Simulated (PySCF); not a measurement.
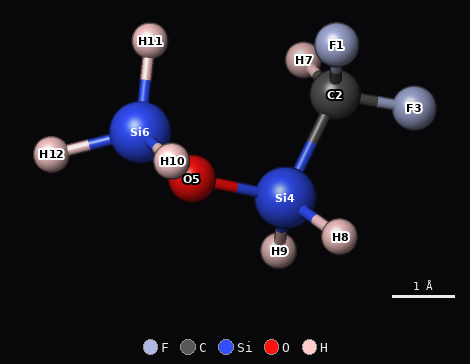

Fig. 1: The input geometry of run 1 (ball-and-stick view, seen at a tilt; atoms are numbered from 1 in the order of the input). Bond lengths as drawn: C–F 1.36 Å, C–H 1.11 Å, C–Si 1.92 Å, H–Si 1.49 Å and O–Si 1.65 to 1.66 Å.

## CH$_{6}$F$_{2}$OSi$_{2}$: one change and its effect

System: CH$_{6}$F$_{2}$OSi$_{2}$, SMILES FC(F)[SiH2]O[SiH3].
Method of run 1: TDDFT HF/def2-SVPD, vertical, gas phase, core orbitals frozen in the response (PySCF 2.14.0).

The geometry comes from this level: PBE0-D3(BJ)/def2-SVP. Text and figures count atoms from 1; the logs count them from 0 in places.

**Input, run 1**
```
{"job": {"kind": "uv", "xc": "HF", "basis": "def2-SVPD", "ip": true}, "charge": 0, "multiplicity": 1}
F     -1.146881    -1.427831     0.959982
C     -1.752071    -0.639839     0.026278
F     -3.006208    -0.345756     0.463778
Si    -0.753669     0.986363    -0.149340
O      0.794385     0.591668    -0.568574
Si     2.169824    -0.192616    -0.055317
H     -1.847289    -1.236962    -0.900365
H     -0.809834     1.679861     1.168856
H     -1.356820     1.819726    -1.223334
H      2.576539     0.320729     1.286809
H      1.925456    -1.661716     0.030432
H      3.245973     0.078649    -1.048097
```

The first line tells a small driver script what to run in PySCF; the rest is the geometry in Å.

Command:
```bash
OMP_NUM_THREADS=1 python <driver script> task.json out
```

Hardware: 1 CPU thread, shared host.

**Output (run 1)**
```
final grid: 101712 points
cycle   1  E = -892.4603124390  dE =  3.705e-01  |g| = 8.435e-01  |ddm| = 3.696e+00
cycle   2  E = -892.5785478050  dE = -1.182e-01  |g| = 5.166e-01  |ddm| = 1.443e+00
cycle   3  E = -892.6271386926  dE = -4.859e-02  |g| = 7.195e-02  |ddm| = 5.266e-01
cycle   4  E = -892.6288624724  dE = -1.724e-03  |g| = 2.065e-02  |ddm| = 2.414e-01
cycle   5  E = -892.6290001422  dE = -1.377e-04  |g| = 5.494e-03  |ddm| = 5.782e-02
cycle   6  E = -892.6290101337  dE = -9.992e-06  |g| = 1.942e-03  |ddm| = 1.462e-02
cycle   7  E = -892.6290117062  dE = -1.573e-06  |g| = 5.186e-04  |ddm| = 4.575e-03
cycle   8  E = -892.6290118408  dE = -1.346e-07  |g| = 1.154e-04  |ddm| = 1.195e-03
cycle   9  E = -892.6290118501  dE = -9.287e-09  |g| = 2.488e-05  |ddm| = 4.276e-04
cycle  10  E = -892.6290118506  dE = -4.629e-10  |g| = 6.595e-06  |ddm| = 9.919e-05
converged SCF energy = -892.6290118506

Static polarisability (au): isotropic 62.894, principal 59.035 61.543 68.105

Singlet excitations
state   eV       nm        f      main configurations
  1   8.7380    141.9   0.01034   H->L+1 0.31, H->L 0.21, H->L+2 0.14
  2   8.9750    138.1   0.00660   H-1->L+1 0.42, H-1->L 0.24
  3   9.2319    134.3   0.01125   H-2->L+1 0.30, H->L+2 0.12, H-2->L 0.10
  4   9.5505    129.8   0.01881   H-3->L+1 0.18, H-3->L 0.10, H-1->L+7 0.09
  5   9.6471    128.5   0.02013   H->L+3 0.12, H-3->L+1 0.08
  6   9.8763    125.5   0.01706   H->L 0.18, H->L+4 0.14, H-1->L+5 0.10
  7  10.0060    123.9   0.03100   H-2->L+4 0.12, H->L+6 0.09
  8  10.1112    122.6   0.24122   H-1->L 0.35, H-1->L+1 0.23
  9  10.1474    122.2   0.23630   H-2->L 0.29, H->L+1 0.11
 10  10.3746    119.5   0.15932   H-1->L+2 0.15, H-3->L 0.12, H-1->L+5 0.09

Triplet excitations (Tamm-Dancoff, eV): 8.0139 8.1926 8.3412 8.5963
Vertical ionisation energy (delta-SCF) = 10.9741 eV
```

For run 2 the input was changed thus:
```diff
-"xc": "HF"
+"xc": "PBE"
```

What does this change do to the results?

The total energies belong to different methods, so their difference says nothing on which is more stable or more accurate. The HOMO goes from −12.23 to −6.98 eV. The LUMO goes from 2.28 to −1.30 eV. The dipole moment goes from 1.77 to 1.40 D. The lowest excitation goes from 8.74 to 5.77 eV. The strongest computed line goes from 10.11 to 7.56 eV. The method changes from HF to PBE. Exact exchange removes part of the self-interaction error of semilocal functionals, which pushes filled and empty levels apart. The SCF takes 15 iterations against 10.

**Output (run 2)**
```
coarse grid: 11312 points
cycle   1  E = -894.3229768963  dE =  4.794e-01  |g| = 9.371e-01  |ddm| = 4.160e+00
cycle   2  E = -893.4733061525  dE =  8.497e-01  |g| = 2.248e+00  |ddm| = 2.953e+00
cycle   3  E = -894.4708621064  dE = -9.976e-01  |g| = 2.221e-01  |ddm| = 2.372e+00
cycle   4  E = -894.4781351720  dE = -7.273e-03  |g| = 1.573e-01  |ddm| = 4.532e-01
cycle   5  E = -894.4822362277  dE = -4.101e-03  |g| = 2.653e-02  |ddm| = 1.131e-01
cycle   6  E = -894.4824021230  dE = -1.659e-04  |g| = 7.921e-03  |ddm| = 3.915e-02
cycle   7  E = -894.4824154783  dE = -1.336e-05  |g| = 2.287e-03  |ddm| = 9.970e-03
cycle   8  E = -894.4824164106  dE = -9.324e-07  |g| = 9.318e-04  |ddm| = 2.701e-03
final grid: 101712 points
cycle   9  E = -894.6401876753  dE = -4.281e-06  |g| = 1.492e-02  |ddm| = 6.289e-02
cycle  10  E = -894.6400378466  dE =  1.498e-04  |g| = 3.206e-02  |ddm| = 4.004e-02
cycle  11  E = -894.6402279909  dE = -1.901e-04  |g| = 2.271e-03  |ddm| = 2.965e-02
cycle  12  E = -894.6402290556  dE = -1.065e-06  |g| = 5.212e-04  |ddm| = 2.753e-03
cycle  13  E = -894.6402290975  dE = -4.185e-08  |g| = 1.540e-04  |ddm| = 5.186e-04
cycle  14  E = -894.6402291023  dE = -4.865e-09  |g| = 1.911e-05  |ddm| = 1.810e-04
cycle  15  E = -894.6402291024  dE = -9.527e-11  |g| = 4.235e-06  |ddm| = 3.352e-05
converged SCF energy = -894.6402291024

Static polarisability (au): isotropic 73.508, principal 66.778 71.488 82.258

Singlet excitations
state   eV       nm        f      main configurations
  1   5.7712    214.8   0.00014   H->L 0.99
  2   6.4197    193.1   0.00013   H-1->L 0.99
  3   6.7455    183.8   0.00667   H->L+1 0.86, H-2->L 0.12
  4   6.8177    181.9   0.00078   H-2->L 0.83, H->L+1 0.11
  5   7.0428    176.0   0.02370   H->L+2 0.92
  6   7.2690    170.6   0.00373   H->L+3 0.87
  7   7.3603    168.4   0.01256   H-1->L+1 0.75, H->L+4 0.14
  8   7.3853    167.9   0.01109   H->L+4 0.79
  9   7.4461    166.5   0.00328   H-3->L 0.87, H-1->L+1 0.09
 10   7.5553    164.1   0.03686   H->L+5 0.82, H->L+6 0.11

Triplet excitations (Tamm-Dancoff, eV): 5.5499 6.1618 6.4903 6.5754
Vertical ionisation energy (delta-SCF) = 9.7991 eV
Vertical electron affinity (delta-SCF) = -0.7830 eV
```

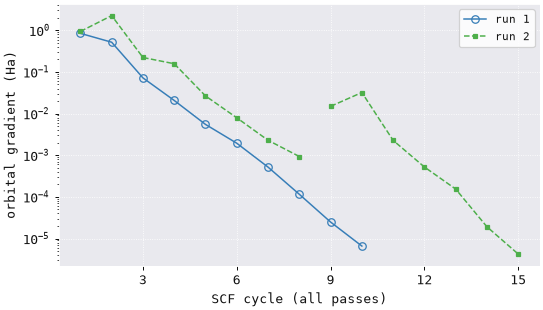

Fig. 2: Convergence of the two runs: orbital gradient against the SCF cycle. A break in a curve parts two SCF passes (coarse and final grid). Run 1 takes 10 cycles in all, and run 2 takes 15.

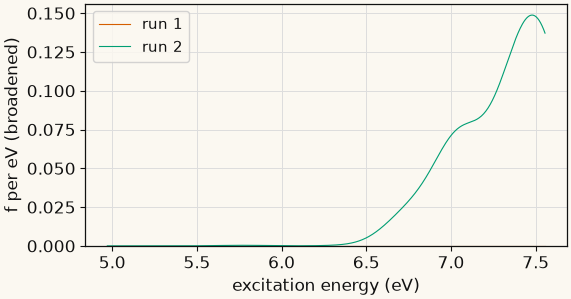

Fig. 3: Absorption of the two runs from their computed states, each broadened by a Gaussian of 0.35 eV full width; the range ends where the shorter list of states ends.

**The two runs side by side**

| quantity | run 1 | run 2 |
| --- | --- | --- |
| outcome | converged | converged |
| total energy (hartree) | −892.629012 | −894.640229 |
| HOMO (eV) | −12.23 | −6.98 |
| LUMO (eV) | 2.28 | −1.30 |
| dipole moment (D) | 1.77 | 1.40 |
| lowest excitation (eV) | 8.74 | 5.77 |
| SCF iterations | 10 | 15 |
| strongest computed line (eV) | 10.11 | 7.56 |
| basis functions | 185 | 185 |
| wall time (shared host) | 53 s | 3.7 min |
